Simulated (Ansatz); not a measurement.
**Nudged elastic band, with input and output: C₃H₅FO₂**

C₃H₅FO₂, SMILES COC1(F)CO1, computed with RKS BHLYP-D4/STO-3G (Ansatz 0.2.0).

It belongs to a series of runs on one base structure; here: band between the two ends. Figures and captions count atoms from 1; the log counts them from 0 in places.

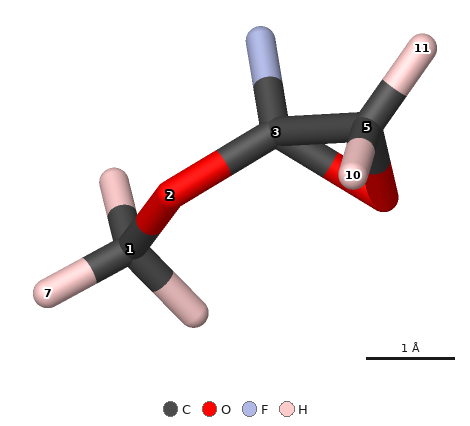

**Figure 1.** The structure as given in the input (stick view, seen at a tilt; atoms are numbered from 1 in the order of the input).

## The input
```yaml
crystal:
  periodic: [false, false, false]
  atoms:
    - { symbol: C, position_ang: [-1.550471, 0.748124, 0.424912] }
    - { symbol: O, position_ang: [-0.866349, -0.443274, -0.064357] }
    - { symbol: C, position_ang: [0.530506, -0.299865, 0.179603] }
    - { symbol: F, position_ang: [0.843784, -0.209762, 1.514405] }
    - { symbol: C, position_ang: [1.491441, -0.8947, -0.806361] }
    - { symbol: O, position_ang: [1.295787, 0.559936, -0.702151] }
    - { symbol: H, position_ang: [-2.621643, 0.58503, 0.256332] }
    - { symbol: H, position_ang: [-1.37658, 0.905104, 1.499946] }
    - { symbol: H, position_ang: [-1.234064, 1.649719, -0.121454] }
    - { symbol: H, position_ang: [1.099659, -1.376791, -1.708085] }
    - { symbol: H, position_ang: [2.453429, -1.280523, -0.45239] }
basis:
  gaussian: { orbitals: STO-3G }
hamiltonian:
  xc: { name: BHLYP }
  dispersion: d4
neb:
  order_check: false
  images: 5
  f_tol: 0.03
  max_iterations: 60
  final_atoms:
    - { symbol: C, position_ang: [-1.41294135, 0.62869273, 0.08244391] }
    - { symbol: O, position_ang: [-0.77398857, -0.29625432, 1.0023129] }
    - { symbol: C, position_ang: [0.60717821, -0.46903655, 0.67625092] }
    - { symbol: F, position_ang: [1.16755421, -1.21318794, 1.67952642] }
    - { symbol: C, position_ang: [1.20511009, -0.50463547, -0.70858339] }
    - { symbol: O, position_ang: [1.38371946, 0.65016071, 0.19257668] }
    - { symbol: H, position_ang: [-2.36549888, 0.91533108, 0.54432852] }
    - { symbol: H, position_ang: [-0.80168103, 1.5283469, -0.07970546] }
    - { symbol: H, position_ang: [-1.62074882, 0.15860686, -0.89101126] }
    - { symbol: H, position_ang: [0.58154945, -0.33871863, -1.59137755] }
    - { symbol: H, position_ang: [2.09524624, -1.11630735, -0.88636167] }
  initial_path:
    images:
      - { positions_ang: [[-1.550471, 0.748124, 0.424912], [-0.866349, -0.443274, -0.064357], [0.530506, -0.299865, 0.179603], [0.843784, -0.209762, 1.514405], [1.491441, -0.8947, -0.806361], [1.295787, 0.559936, -0.702151], [-2.621643, 0.58503, 0.256332], [-1.37658, 0.905104, 1.499946], [-1.234064, 1.649719, -0.121454], [1.099659, -1.376791, -1.708085], [2.453429, -1.280523, -0.45239]] }
      - { positions_ang: [[-1.51299057, 0.71971837, 0.36805503], [-0.86613318, -0.4821882, 0.10786694], [0.5304291, -0.34694006, 0.28626978], [0.98587985, -0.41973953, 1.56153115], [1.42968615, -0.81271741, -0.80230895], [1.24716462, 0.59668778, -0.53122944], [-2.59411968, 0.57067799, 0.22715248], [-1.32806628, 1.06736002, 1.34094296], [-1.20204873, 1.48695162, -0.31665415], [0.98059085, -1.21133634, -1.68642766], [2.39510686, -1.22547623, -0.53479814]] }
      - { positions_ang: [[-1.47551014, 0.69131274, 0.31119806], [-0.86591737, -0.5211024, 0.28009088], [0.5303522, -0.39401512, 0.39293655], [1.1279757, -0.62971706, 1.6086573], [1.36793129, -0.73073481, -0.79825689], [1.19854225, 0.63343955, -0.36030789], [-2.56659637, 0.55632598, 0.19797297], [-1.27955255, 1.22961603, 1.18193992], [-1.17003346, 1.32418423, -0.5118543], [0.86152271, -1.04588168, -1.66477032], [2.33678473, -1.17042946, -0.61720627]] }
      - { positions_ang: [[-1.43802971, 0.6629071, 0.25434109], [-0.86570155, -0.56001659, 0.45231482], [0.53027531, -0.44109018, 0.49960333], [1.27007155, -0.83969458, 1.65578345], [1.30617644, -0.64875222, -0.79420484], [1.14991987, 0.67019133, -0.18938633], [-2.53907305, 0.54197396, 0.16879345], [-1.23103883, 1.39187205, 1.02293689], [-1.13801819, 1.16141685, -0.70705445], [0.74245456, -0.88042702, -1.64311299], [2.27846259, -1.11538269, -0.69961441]] }
      - { positions_ang: [[-1.42966693, 0.65150231, 0.19704203], [-0.83513056, -0.47209584, 0.63564751], [0.55590961, -0.45040564, 0.55848586], [1.2358991, -0.96419237, 1.66369777], [1.27248766, -0.6007133, -0.76566436], [1.22785307, 0.66351445, -0.06206533], [-2.48121499, 0.66642634, 0.29397181], [-1.08791956, 1.43736366, 0.65538944], [-1.2989284, 0.82714685, -0.76837339], [0.68881952, -0.69985756, -1.62586784], [2.21739047, -1.11569091, -0.7618635]] }
      - { positions_ang: [[-1.42130414, 0.64009752, 0.13974297], [-0.80455957, -0.38417508, 0.8189802], [0.58154391, -0.4597211, 0.61736839], [1.20172665, -1.08869016, 1.6716121], [1.23879887, -0.55267439, -0.73712388], [1.30578627, 0.65683758, 0.06525568], [-2.42335694, 0.79087871, 0.41915016], [-0.94480029, 1.48285528, 0.28784199], [-1.45983861, 0.49287685, -0.82969232], [0.63518449, -0.51928809, -1.6086227], [2.15631836, -1.11599913, -0.82411258]] }
      - { positions_ang: [[-1.41294135, 0.62869273, 0.08244391], [-0.77398857, -0.29625432, 1.0023129], [0.60717821, -0.46903655, 0.67625092], [1.16755421, -1.21318794, 1.67952642], [1.20511009, -0.50463547, -0.70858339], [1.38371946, 0.65016071, 0.19257668], [-2.36549888, 0.91533108, 0.54432852], [-0.80168103, 1.5283469, -0.07970546], [-1.62074882, 0.15860686, -0.89101126], [0.58154945, -0.33871863, -1.59137755], [2.09524624, -1.11630735, -0.88636167]] }
```

Hardware: 1 thread of Intel Xeon @ 2.50GHz (Skylake/Cascade Lake), 189 GiB of memory available, shared host.

Command:
```bash
ansatz run input.yaml --threads 1 --pin off --max-ram 2048MiB --backend cpu --events-out ev --progress --plain --runs-dir out
```

## Log
```
Engine: ansatz 0.2.0, x86_64-unknown-linux-gnu
Functional definition: BHLYP
  parameter a = 0.5
  exchange = (1 - a)*b88_x + a*exact_x
  correlation = lyp_c
554 factors; integrals over basis functions are off by at most 1.3e-5 eV
mean field evaluation 1: about -9859.3927 eV, gradient 3.5e1 eV
mean field evaluation 2: about -9860.6740 eV, gradient 3.1e1 eV
mean field evaluation 4: about -9863.2341 eV, gradient 1.2e0 eV
mean field evaluation 8: about -9863.3140 eV, gradient 3.1e-2 eV
mean field -9863.31396875 eV, -362.4701027571 hartree, gradient 4.2e-5 eV, S^2 0.000000; 0 other end points of the search recorded, 0 dependent functions left out
the calculation of the forces begins
reference -9863.31409414 eV, -362.4701073653 hartree; 24, 24 occupied and 11, 11 virtual orbitals, 554 factors
558 factors; integrals over basis functions are off by at most 2.6e-5 eV
mean field evaluation 16: about -9860.4827 eV, gradient 3.2e1 eV
mean field -9863.22807926 eV, -362.4669463766 hartree, gradient 5.6e-5 eV, S^2 0.000000; 0 other end points of the search recorded, 0 dependent functions left out
[... from here on the field's lines of each further geometry are left out, up to the last ...]
NEB iter   1: max|band force component| = 6.714e0 eV/Å  barrier→ = 1.4848 eV  barrier← = 1.4070 eV  Δτ_max = 0.1411 Å  (158 SCF iters)
NEB iter   2: max|band force component| = 1.446e0 eV/Å  barrier→ = 0.1842 eV  barrier← = 0.1063 eV  Δτ_max = 0.0764 Å  (132 SCF iters)
NEB iter   3: max|band force component| = 5.157e-1 eV/Å  barrier→ = 0.1133 eV  barrier← = 0.0354 eV  Δτ_max = 0.0228 Å  (132 SCF iters)
NEB iter   4: max|band force component| = 8.934e-2 eV/Å  barrier→ = 0.1058 eV  barrier← = 0.0279 eV  CI = image 3  Δτ_max = 0.0646 Å  (138 SCF iters)
NEB iter   5: max|band force component| = 1.227e-1 eV/Å  barrier→ = 0.1071 eV  barrier← = 0.0293 eV  CI = image 3  Δτ_max = 0.0207 Å  (132 SCF iters)
NEB iter   6: max|band force component| = 4.838e-2 eV/Å  barrier→ = 0.1070 eV  barrier← = 0.0291 eV  CI = image 3  Δτ_max = 0.0164 Å  (138 SCF iters)
the calculation of the forces begins
reference -9863.22056029 eV, -362.4666700595 hartree; 24, 24 occupied and 11, 11 virtual orbitals, 556 factors
556 factors; integrals over basis functions are off by at most 3.0e-5 eV
mean field evaluation 384: about -9863.2019 eV, gradient 2.4e-4 eV
mean field -9863.20187953 eV, -362.4659835544 hartree, gradient 1.8e-5 eV, S^2 0.000000; 1 other end points of the search recorded, 0 dependent functions left out
the calculation of the forces begins
reference -9863.20200038 eV, -362.4659879957 hartree; 24, 24 occupied and 11, 11 virtual orbitals, 556 factors
NEB iter   7: max|band force component| = 1.512e-2 eV/Å  barrier→ = 0.1069 eV  barrier← = 0.0290 eV  CI = image 3  Δτ_max = 0.0000 Å  (247 SCF iters)
```

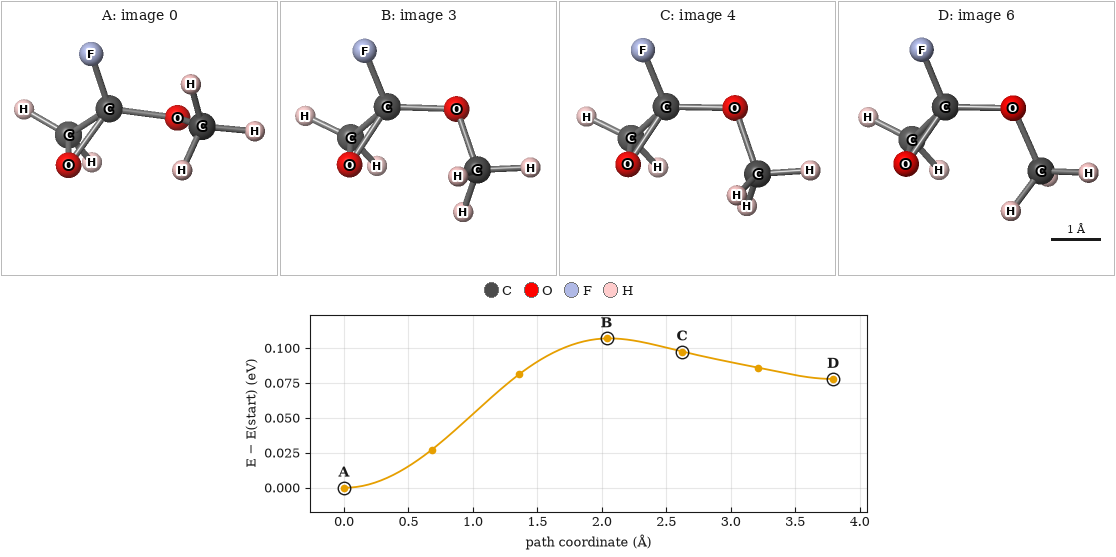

**Figure 2.** Images of the last band (counted from 0; ball-and-stick, seen at a tilt) above the energy along the path; the line is a cubic interpolation that uses the forces. The highest image is number 3, 0.107 eV above the start and 0.029 eV above the end (the climbing image); the end lies 0.078 eV above the start. The path is 3.79 Å long. The band converged in 7 iterations.

```
Total energy: -9863.40274026 eV, -362.4733650502 hartree
Atom 0 at    -1.465320     0.700784     0.223407 Å, force    -0.003397    -0.001832    -0.007990 eV/Å
Atom 1 at    -0.859724    -0.572770     0.579015 Å, force     0.000254     0.001148     0.002058 eV/Å
Atom 2 at     0.569115    -0.487058     0.510129 Å, force     0.000497    -0.003072     0.000530 eV/Å
Atom 3 at     1.118917    -0.925414     1.687343 Å, force    -0.000913     0.001996    -0.001091 eV/Å
Atom 4 at     1.331052    -0.644507    -0.782393 Å, force     0.000262    -0.000960     0.004687 eV/Å
Atom 5 at     1.194823     0.657075    -0.107464 Å, force     0.000617     0.000373    -0.002794 eV/Å
Atom 6 at    -2.549047     0.553689     0.310151 Å, force     0.001650    -0.000569    -0.000731 eV/Å
Atom 7 at    -1.158632     1.511019     0.901537 Å, force    -0.000483     0.002193     0.004281 eV/Å
Atom 8 at    -1.227082     1.001051    -0.808020 Å, force     0.001813     0.000276     0.004964 eV/Å
Atom 9 at     0.779951    -0.761988    -1.720866 Å, force    -0.001071     0.000453    -0.002626 eV/Å
Atom 10 at     2.331448    -1.088883    -0.772439 Å, force     0.000771    -0.000004    -0.001289 eV/Å
Dipole moment:    -0.071676     0.050462    -0.231411 e Å
this run last wrote the band of iteration 7 to [file]
```

## The last band as extended XYZ (Å, eV, eV/Å)
```
11
Properties=species:S:1:pos:R:3:forces:R:3 image=0 energy=-9863.50952
C    -1.5505    0.7481    0.4249   -0.0022   0.0043  -0.0021
O    -0.8663   -0.4433   -0.0644    0.0057   0.0006   0.0050
C     0.5305   -0.2999    0.1796   -0.0071  -0.0042  -0.0044
F     0.8438   -0.2098    1.5144    0.0009   0.0007  -0.0011
C     1.4914   -0.8947   -0.8064   -0.0010  -0.0011   0.0041
O     1.2958    0.5599   -0.7022    0.0012   0.0011  -0.0002
H    -2.6216    0.5850    0.2563    0.0002   0.0007   0.0010
H    -1.3766    0.9051    1.4999   -0.0013  -0.0001  -0.0004
H    -1.2341    1.6497   -0.1215    0.0014  -0.0041   0.0012
H     1.0997   -1.3768   -1.7081    0.0017   0.0013  -0.0020
H     2.4534   -1.2805   -0.4524    0.0005   0.0006  -0.0010
11
Properties=species:S:1:pos:R:3:forces:R:3 image=1 energy=-9863.48249
C    -1.5228    0.7459    0.3612   -0.0012  -0.0014   0.0084
O    -0.8777   -0.5402    0.1253   -0.0005   0.0062  -0.0217
C     0.5303   -0.3867    0.2967   -0.0015   0.0084  -0.0129
F     0.9177   -0.4602    1.6128   -0.0112   0.0273  -0.0063
C     1.4518   -0.8202   -0.8080    0.0054  -0.0091  -0.0030
O     1.2202    0.6003   -0.5070    0.0036  -0.0034  -0.0216
H    -2.6034    0.5714    0.2939   -0.0031   0.0000  -0.0015
H    -1.2869    1.1539    1.3554   -0.0078  -0.0218   0.0217
H    -1.2282    1.4820   -0.4021   -0.0007   0.0229   0.0244
H     1.0190   -1.1922   -1.7425    0.0127  -0.0229   0.0005
H     2.4455   -1.2110   -0.5652    0.0045  -0.0062   0.0120
11
Properties=species:S:1:pos:R:3:forces:R:3 image=2 energy=-9863.42837
C    -1.4959    0.7308    0.2923   -0.0049   0.0025   0.0057
O    -0.8753   -0.5858    0.3437   -0.0020  -0.0034  -0.0159
C     0.5471   -0.4480    0.4097    0.0012   0.0098  -0.0203
F     1.0236   -0.6984    1.6726   -0.0118   0.0247   0.0012
C     1.3974   -0.7375   -0.7993    0.0034  -0.0101  -0.0073
O     1.1856    0.6320   -0.3073   -0.0007  -0.0033  -0.0190
H    -2.5793    0.5611    0.3132   -0.0033  -0.0006  -0.0012
H    -1.2154    1.3615    1.1489   -0.0073  -0.0152   0.0281
H    -1.2327    1.2625   -0.6345    0.0013   0.0252   0.0197
H     0.9050   -0.9893   -1.7443    0.0151  -0.0249  -0.0028
H     2.4054   -1.1459   -0.6745    0.0089  -0.0046   0.0118
11
Properties=species:S:1:pos:R:3:forces:R:3 image=3 energy=-9863.40262
C    -1.4653    0.7008    0.2234   -0.0034  -0.0018  -0.0080
O    -0.8597   -0.5728    0.5790    0.0003   0.0011   0.0021
C     0.5691   -0.4871    0.5101    0.0005  -0.0031   0.0005
F     1.1189   -0.9254    1.6873   -0.0009   0.0020  -0.0011
C     1.3311   -0.6445   -0.7824    0.0003  -0.0010   0.0047
O     1.1948    0.6571   -0.1075    0.0006   0.0004  -0.0028
H    -2.5490    0.5537    0.3102    0.0016  -0.0006  -0.0007
H    -1.1586    1.5110    0.9015   -0.0005   0.0022   0.0043
H    -1.2271    1.0011   -0.8080    0.0018   0.0003   0.0050
H     0.7800   -0.7620   -1.7209   -0.0011   0.0005  -0.0026
H     2.3314   -1.0889   -0.7724    0.0008   0.0000  -0.0013
11
Properties=species:S:1:pos:R:3:forces:R:3 image=4 energy=-9863.41201
C    -1.4338    0.6806    0.1675   -0.0141  -0.0055  -0.0020
O    -0.8271   -0.4842    0.7888    0.0122  -0.0031   0.0063
C     0.5912   -0.4866    0.5882   -0.0126  -0.0026  -0.0064
F     1.1807   -1.0478    1.6898    0.0119  -0.0074   0.0076
C     1.2622   -0.5959   -0.7591   -0.0114   0.0059   0.0034
O     1.2474    0.6615    0.0106    0.0106  -0.0067   0.0115
H    -2.5108    0.5941    0.3568   -0.0028   0.0025  -0.0003
H    -1.0667    1.6198    0.6063    0.0054   0.0165  -0.0056
H    -1.2677    0.7142   -0.9192    0.0049  -0.0112  -0.0101
H     0.6598   -0.6128   -1.6723   -0.0058   0.0071  -0.0025
H     2.2305   -1.1001   -0.8370    0.0016   0.0045  -0.0020
11
Properties=species:S:1:pos:R:3:forces:R:3 image=5 energy=-9863.42346
C    -1.4197    0.6587    0.1214   -0.0031  -0.0030   0.0021
O    -0.7966   -0.3801    0.9227    0.0043   0.0029   0.0020
C     0.6028   -0.4759    0.6397   -0.0077  -0.0053  -0.0011
F     1.1872   -1.1367    1.6872    0.0053  -0.0038   0.0027
C     1.2239   -0.5538   -0.7334   -0.0032   0.0016   0.0022
O     1.3216    0.6566    0.1045    0.0042  -0.0036   0.0052
H    -2.4586    0.7245    0.4668   -0.0002   0.0035   0.0021
H    -0.9294    1.6331    0.2593    0.0037   0.0044  -0.0106
H    -1.4207    0.4141   -0.9512   -0.0032  -0.0088  -0.0030
H     0.6045   -0.4761   -1.6314    0.0005   0.0091  -0.0004
H     2.1505   -1.1213   -0.8652   -0.0006   0.0030  -0.0011
11
Properties=species:S:1:pos:R:3:forces:R:3 image=6 energy=-9863.43164
C    -1.4129    0.6287    0.0824   -0.0003   0.0047  -0.0035
O    -0.7740   -0.2963    1.0023   -0.0064  -0.0038   0.0065
C     0.6072   -0.4690    0.6763    0.0062   0.0031  -0.0119
F     1.1676   -1.2132    1.6795   -0.0006  -0.0014   0.0051
C     1.2051   -0.5046   -0.7086   -0.0070   0.0055   0.0043
O     1.3837    0.6502    0.1926    0.0035  -0.0033  -0.0008
H    -2.3655    0.9153    0.5443    0.0024   0.0002  -0.0019
H    -0.8017    1.5283   -0.0797   -0.0040  -0.0045   0.0005
H    -1.6207    0.1586   -0.8910    0.0013   0.0013   0.0045
H     0.5815   -0.3387   -1.5914    0.0036  -0.0022  -0.0016
H     2.0952   -1.1163   -0.8864    0.0013   0.0003  -0.0013
```

## Summary

```csv
quantity,value
outcome,converged
"barrier, forward",0.107 eV
"barrier, backward",0.029 eV
wall time,3.3 min
peak memory,0.12 GiB
```

## Notes

The order of the saddle point was not checked.
